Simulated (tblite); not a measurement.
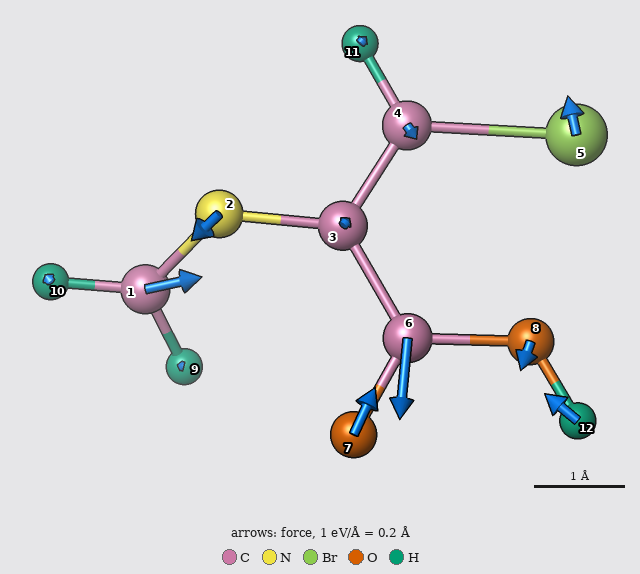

Starting geometry of C4H4BrNO2 with the computed forces as blue arrows. A ball-and-stick model, seen face on.

Theory: GFN2-xTB geometry optimisation, gas phase in tblite 0.8.0. 

What follows when this structure is relaxed?

It isn't relaxed: the largest force vector, on C6, is 4.72 eV/Å. The final displacements follow the starting forces only in part (cosine between the two patterns 0.34). The energy falls by 0.990 eV in 79 geometry steps. The largest moves after the best rigid fit, 0.35 Å, are those of Br5 and H12. By element the largest moves are Br 0.35 Å, H 0.35 Å, O 0.34 Å, N 0.15 Å, C 0.13 Å. Some distances before and after: Br5–O8 2.415 → 2.861 Å, Br5–C6 3.002 → 3.352 Å, O8–H12 1.044 → 0.970 Å, C6–O7 1.259 → 1.206 Å. Among the angles between lasting bonds that change: C6–O8–H12 121.4° → 110.8°, N2–C3–C6 124.6° → 115.1°, Br5–C4–H11 122.2° → 113.3°. The run took 0.58 s on 1 thread of Intel(R) Xeon(R) Processor @ 2.70GHz (shared host).
